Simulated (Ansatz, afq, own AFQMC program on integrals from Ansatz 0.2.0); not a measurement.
# GeH3F (singlet): quantum Monte Carlo beside coupled cluster, cc-pVDZ

Aim: compute GeH3F (singlet) with auxiliary-field quantum Monte Carlo on the same integrals as coupled cluster, and set the energies side by side.

Program: Ansatz 0.2.0, Gaussian basis, and an in-house AFQMC program (afq) on its integrals; all values are calculated. Level of theory: cc-pVDZ, frozen cores. These are calculated values, not measurements.

The runs, in order: PBE (unrestricted); r2SCAN (unrestricted); PBE0 (unrestricted); B3LYP (unrestricted); wB97M-V (unrestricted); B2PLYP (unrestricted); CCSD(T) on RHF; CCSDT(Q) on RHF; CCSD(T) on RHF; CCSD(T) on RHF; Phaseless AFQMC, CISD trial on RHF; Phaseless AFQMC, single-determinant trial on RHF; Free-projection AFQMC, CISD trial on RHF; UHF.

## 1. What is computed

The geometry is a PBE0/def2-TZVP stationary point (not a proven minimum). No spin-orbit coupling is included. The filled d shell of Ge may be among the frozen orbitals whatever the setting's name suggests; the logs give the count.

5 atoms, charge 0, spin multiplicity 1.

Atoms are counted from 1 here; the program's logs count them from 0.

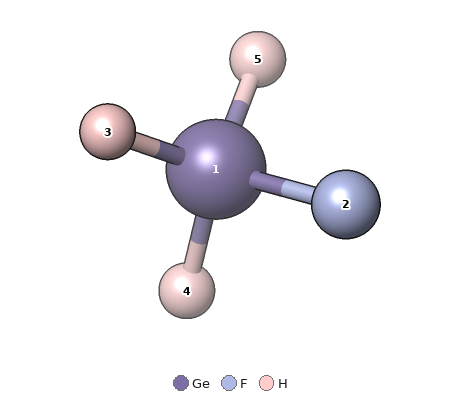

The structure; germanium purple, fluorine light blue, hydrogen pink; atoms are numbered from 1 in the order of the file.

## 2. PBE (unrestricted)

Contents of in.yaml:

```yaml
crystal:
  periodic: [false, false, false]
  atoms:
    - {symbol: Ge, position_ang: [-0.335893, -0.002403, 0.001544]}
    - {symbol: F, position_ang: [1.406007, 0.010057, -0.006463]}
    - {symbol: H, position_ang: [-0.775318, 1.466462, 0.004484]}
    - {symbol: H, position_ang: [-0.753666, -0.742234, 1.277782]}
    - {symbol: H, position_ang: [-0.765397, -0.740640, -1.271719]}
basis:
  gaussian: {orbitals: cc-pVDZ}
magnetization: {spin_polarized: true, initial_magnetization: 0}
hamiltonian: {xc: {name: PBE}}
output: {orbitals: {seedname: orbitals}}
```

Command:

```
$ ansatz run in.yaml --threads 1 --pin off --events-out ev --progress --plain --max-ram 1843MiB
```

What it wrote:

```text
Functional definition: PBE
  name "PBE"
  cite "Perdew, Burke & Ernzerhof, Phys. Rev. Lett. 77, 3865 (1996) doi:10.1103/PhysRevLett.77.3865"
  parent pbe
  parameter kappa = 0.804
  parameter beta = 0.06672455060314922
  exchange = pbe_x(kappa = kappa, mu = beta*pi^2/3)
  correlation = pbe_c(beta = beta)
685 factors; their error is unknown
mean field evaluation 1: about -59270.3912 eV, gradient 2.3e1 eV
mean field evaluation 2: about -59262.4332 eV, gradient 5.5e1 eV
mean field evaluation 4: about -59272.1604 eV, gradient 1.1e0 eV
mean field evaluation 8: about -59272.1513 eV, gradient 1.3e-2 eV
mean field -59272.15130514 eV, -2178.2113843567 hartree, gradient 3.8e-5 eV, S^2 0.000000; 0 other end points of the search recorded, 0 dependent functions left out
reference -59272.15133434 eV, -2178.2113854298 hartree; 22, 22 occupied and 34, 34 virtual orbitals, 685 factors
Total energy: -59272.15133434 eV, -2178.2113854298 hartree
```

Run time: 1.3 s. Hardware: 1 thread of Arm Neoverse V1, shared host.

From the report: ⟨S²⟩ of the determinant 0.000 (pure singlet: 0.00).

## 3. r2SCAN (unrestricted)

Edit in.yaml of step 2 so:

```diff
@@ -11,3 +11,2 @@
 magnetization: {spin_polarized: true, initial_magnetization: 0}
-hamiltonian: {xc: {name: PBE}}
-output: {orbitals: {seedname: orbitals}}
+hamiltonian: {xc: {name: r2SCAN}}
```

Same command.

What it wrote:

```text
Functional definition: r2SCAN
  name "r2SCAN"
  cite "Furness, Kaplan, Ning, Perdew & Sun, J. Phys. Chem. Lett. 11, 8208 (2020) doi:10.1021/acs.jpclett.0c02405"
  cite "Furness, Kaplan, Ning, Perdew & Sun, J. Phys. Chem. Lett. 11, 9248 (2020) doi:10.1021/acs.jpclett.0c03077"
  parent r2scan
  parameter k0 = 0.174
  parameter k1 = 0.065
  parameter a1 = 4.9479
  exchange = r2scan_x(k0 = k0, k1 = k1, a1 = a1)
  correlation = r2scan_c
685 factors; their error is unknown
mean field evaluation 1: about -59280.6598 eV, gradient 2.2e1 eV
mean field evaluation 2: about -59275.5798 eV, gradient 4.6e1 eV
mean field evaluation 4: about -59282.1550 eV, gradient 6.4e-1 eV
mean field evaluation 8: about -59282.1468 eV, gradient 1.7e-2 eV
mean field -59282.14679519 eV, -2178.5787118407 hartree, gradient 2.2e-5 eV, S^2 0.000000; 0 other end points of the search recorded, 0 dependent functions left out
reference -59282.14680453 eV, -2178.5787121841 hartree; 22, 22 occupied and 34, 34 virtual orbitals, 685 factors
Total energy: -59282.14680453 eV, -2178.5787121841 hartree
```

Wall time 3.4 s (1 thread of Arm Neoverse V1, shared host).

From the report: ⟨S²⟩ of the determinant 0.000 (pure singlet: 0.00).

## 4. PBE0 (unrestricted)

Edit in.yaml of step 3 so:

```diff
@@ -11,2 +11,3 @@
 magnetization: {spin_polarized: true, initial_magnetization: 0}
-hamiltonian: {xc: {name: r2SCAN}}
+hamiltonian: {xc: {name: PBE0}}
+output: {orbitals: {seedname: orbitals}}
```

The command is unchanged.

What it wrote:

```text
Functional definition: PBE0
  name "PBE0"
  cite "Adamo & Barone, J. Chem. Phys. 110, 6158 (1999) doi:10.1063/1.478522"
  cite "Perdew, Burke & Ernzerhof, Phys. Rev. Lett. 77, 3865 (1996) doi:10.1103/PhysRevLett.77.3865"
  parent pbe
  parameter a = 0.25
  parameter kappa = 0.804
  parameter beta = 0.06672455060314922
  exchange = (1 - a)*pbe_x(kappa = kappa, mu = beta*pi^2/3) + a*exact_x
  correlation = pbe_c(beta = beta)
584 factors; integrals over basis functions are off by at most 9.2e-4 eV
mean field evaluation 1: about -59272.4182 eV, gradient 2.1e1 eV
mean field evaluation 2: about -59269.8348 eV, gradient 3.6e1 eV
mean field evaluation 4: about -59273.7991 eV, gradient 3.1e-1 eV
mean field evaluation 8: about -59273.8244 eV, gradient 1.1e-2 eV
mean field -59273.82439458 eV, -2178.2728692595 hartree, gradient 1.9e-5 eV, S^2 0.000000; 0 other end points of the search recorded, 0 dependent functions left out
reference -59273.82441649 eV, -2178.2728700646 hartree; 22, 22 occupied and 34, 34 virtual orbitals, 584 factors
Total energy: -59273.82441649 eV, -2178.2728700646 hartree
```

Run time: 2.5 s. Hardware: 1 thread of Arm Neoverse V1, shared host.

From the report: ⟨S²⟩ of the determinant 0.000 (pure singlet: 0.00).

## 5. B3LYP (unrestricted)

Edit in.yaml of step 4 so:

```diff
@@ -11,3 +11,2 @@
 magnetization: {spin_polarized: true, initial_magnetization: 0}
-hamiltonian: {xc: {name: PBE0}}
-output: {orbitals: {seedname: orbitals}}
+hamiltonian: {xc: {name: B3LYP}}
```

Launched as before.

What it wrote (excerpt; [...] marks lines left out):

```text
Functional definition: B3LYP
  name "B3LYP"
  cite "Stephens, Devlin, Chabalowski & Frisch, J. Phys. Chem. 98, 11623 (1994) doi:10.1021/j100096a001"
  cite "Becke, Phys. Rev. A 38, 3098 (1988) doi:10.1103/PhysRevA.38.3098"
  cite "Lee, Yang & Parr, Phys. Rev. B 37, 785 (1988) doi:10.1103/PhysRevB.37.785"
  cite "Vosko, Wilk & Nusair, Can. J. Phys. 58, 1200 (1980) doi:10.1139/p80-159"
[...]
584 factors; integrals over basis functions are off by at most 9.2e-4 eV
[...]
mean field -59284.96205052 eV, -2178.6821705661 hartree, gradient 2.4e-5 eV, S^2 0.000000; 0 other end points of the search recorded, 0 dependent functions left out
reference -59284.96225136 eV, -2178.6821779467 hartree; 22, 22 occupied and 34, 34 virtual orbitals, 584 factors
Total energy: -59284.96225136 eV, -2178.6821779467 hartree
```

It took 2 s on 1 thread of Arm Neoverse V1, shared host.

From the report: ⟨S²⟩ of the determinant 0.000 (pure singlet: 0.00).

## 6. wB97M-V (unrestricted)

Edit in.yaml of step 5 so:

```diff
@@ -11,2 +11,3 @@
 magnetization: {spin_polarized: true, initial_magnetization: 0}
-hamiltonian: {xc: {name: B3LYP}}
+hamiltonian: {xc: {name: wB97M-V}}
+output: {orbitals: {seedname: orbitals}}
```

The command is unchanged.

What it wrote (excerpt; [...] marks lines left out):

```text
Functional definition: wB97M-V
  name "wB97M-V"
  cite "Mardirossian & Head-Gordon, J. Chem. Phys. 144, 214110 (2016) doi:10.1063/1.4952647"
  cite "Becke, J. Chem. Phys. 107, 8554 (1997) doi:10.1063/1.475007"
  cite "Vydrov & Van Voorhis, J. Chem. Phys. 133, 244103 (2010) doi:10.1063/1.3521275"
  # Of w^i u^j: cxij and so on, Table III.
[...]
  gx(w, u) = 1 - cx + cx01*u + cx10*w
  gss(w, u) = css00 + css04*u^4 + css10*w + css20*w^2 + css43*w^4*u^3
  gos(w, u) = cos00 + cos10*w + (cos20 + cos21*u)*w^2 + (cos60 + cos61*u)*w^6
[...]
      + integral(e_c_pw_mod_opposite_spin*gos(b97_w_opposite, b97_u_opposite)) + vv10(b, c)
584 factors; integrals over basis functions are off by at most 9.2e-4 eV
164 factors; integrals over basis functions are off by at most 4.1e-6 eV
[...]
mean field -59279.45671087 eV, -2178.4798530656 hartree, gradient 3.3e-5 eV, S^2 0.000000; 0 other end points of the search recorded, 0 dependent functions left out
reference -59279.45674474 eV, -2178.4798543102 hartree; 22, 22 occupied and 34, 34 virtual orbitals, 584 factors
Total energy: -59279.45674474 eV, -2178.4798543102 hartree
```

It took 8.5 s on 1 thread of Arm Neoverse V1, shared host.

From the report: ⟨S²⟩ of the determinant 0.000 (pure singlet: 0.00).

## 7. B2PLYP (unrestricted)

Edit in.yaml of step 6 so:

```diff
@@ -11,3 +11,3 @@
 magnetization: {spin_polarized: true, initial_magnetization: 0}
-hamiltonian: {xc: {name: wB97M-V}}
-output: {orbitals: {seedname: orbitals}}
+hamiltonian: {xc: {name: B2PLYP}}
+correlation: {electrons: outside_noble_gas}
```

Same command.

What it wrote (excerpt; [...] marks lines left out):

```text
Functional definition: B2PLYP
  name "B2PLYP"
  cite "Grimme, J. Chem. Phys. 124, 034108 (2006) doi:10.1063/1.2148954"
  cite "Becke, Phys. Rev. A 38, 3098 (1988) doi:10.1103/PhysRevA.38.3098"
  cite "Lee, Yang & Parr, Phys. Rev. B 37, 785 (1988) doi:10.1103/PhysRevB.37.785"
[...]
584 factors; integrals over basis functions are off by at most 9.2e-4 eV
[...]
mean field -59267.57144529 eV, -2178.0430776117 hartree, gradient 1.3e-6 eV, S^2 0.000000; 0 other end points of the search recorded, 0 dependent functions left out
15 core orbitals not correlated: weight in the atoms' cores, before any rotation towards them, 0.943 or more for the frozen orbitals, at most 0.055 for the correlated occupied ones
reference -59267.57157372 eV, -2178.0430823312 hartree; 7, 7 occupied and 34, 34 virtual orbitals, 584 factors
second order -9.61098421 eV of doubles, -0.00000000 eV of singles
Total energy: -59270.16653945 eV, -2178.1384455631 hartree
```

Wall time 2.1 s (1 thread of Arm Neoverse V1, shared host).

From the report: ⟨S²⟩ of the determinant 0.000 (pure singlet: 0.00).

## 8. CCSD(T) on RHF

Edit in.yaml of step 7 so:

```diff
@@ -10,4 +10,3 @@
   gaussian: {orbitals: cc-pVDZ}
-magnetization: {spin_polarized: true, initial_magnetization: 0}
-hamiltonian: {xc: {name: B2PLYP}}
-correlation: {electrons: outside_noble_gas}
+magnetization: {spin_polarized: false}
+correlation: {method: ccsd_t, electrons: outside_noble_gas, hamiltonian_folder: ham}
```

Same command.

What it wrote (excerpt; [...] marks lines left out):

```text
Functional definition: HF
  name "HF"
  cite "Fock, Z. Phys. 61, 126 (1930) doi:10.1007/BF01340294"
  parent pbe
[...]
584 factors; integrals over basis functions are off by at most 9.2e-4 eV
[...]
mean field -59226.75699363 eV, -2176.5431741783 hartree, gradient 1.6e-6 eV, S^2 0.000000; 0 other end points of the search recorded, 0 dependent functions left out
15 core orbitals not correlated: weight in the atoms' cores, before any rotation towards them, 0.953 or more for the frozen orbitals, at most 0.046 for the correlated occupied ones
reference -59226.75699363 eV, -2176.5431741783 hartree; 7, 7 occupied and 34, 34 virtual orbitals, 584 factors
second order -7.94340147 eV of doubles, -0.00000000 eV of singles
cycle   1  -8.27628483 eV  change   -3.3e-1 eV  update   7.4e-2
[...]
cycle   9  -8.57974652 eV  change   -6.0e-6 eV  update   5.6e-6
perturbative correction -0.13512638 eV, -0.0049658028 hartree
Total energy: -59235.47186653 eV, -2176.8634398500 hartree
```

It took 0.9 s on 1 thread of Arm Neoverse V1, shared host.

From the report: correlation -8.7149 eV; T1 0.012; largest double amplitude 0.03.

This run also writes the integrals to the folder ham.

## 9. CCSDT(Q) on RHF

Edit in.yaml of step 8 so:

```diff
@@ -11,2 +11,2 @@
 magnetization: {spin_polarized: false}
-correlation: {method: ccsd_t, electrons: outside_noble_gas, hamiltonian_folder: ham}
+correlation: {method: ccsdt_q, electrons: outside_noble_gas}
```

Launched as before.

What it wrote (excerpt; [...] marks lines left out):

```text
Functional definition: HF
  name "HF"
  cite "Fock, Z. Phys. 61, 126 (1930) doi:10.1007/BF01340294"
  parent pbe
[...]
1078 factors; integrals over basis functions are off by at most 2.2e-7 eV
[...]
mean field -59226.75735808 eV, -2176.5431875715 hartree, gradient 4.8e-6 eV, S^2 0.000000; 0 other end points of the search recorded, 0 dependent functions left out
15 core orbitals not correlated: weight in the atoms' cores, before any rotation towards them, 0.953 or more for the frozen orbitals, at most 0.046 for the correlated occupied ones
reference -59226.75735808 eV, -2176.5431875715 hartree; 7, 7 occupied and 34, 34 virtual orbitals, 1078 factors
second order -7.94344378 eV of doubles, -0.00000000 eV of singles
cycle   1  -8.27629270 eV  change   -3.3e-1 eV  update   8.0e-2
[...]
cycle  13  -8.72981942 eV  change   -2.0e-7 eV  update   8.6e-7
perturbative correction -0.01585189 eV, -0.0005825462 hartree
Total energy: -59235.50302939 eV, -2176.8645850640 hartree
```

Run time: 12 s. Hardware: 1 thread of Arm Neoverse V1, shared host; peak memory 0.26 GiB.

From the report: correlation -8.7457 eV; T1 0.012; largest double amplitude 0.03.

[end of part 1 of 2]
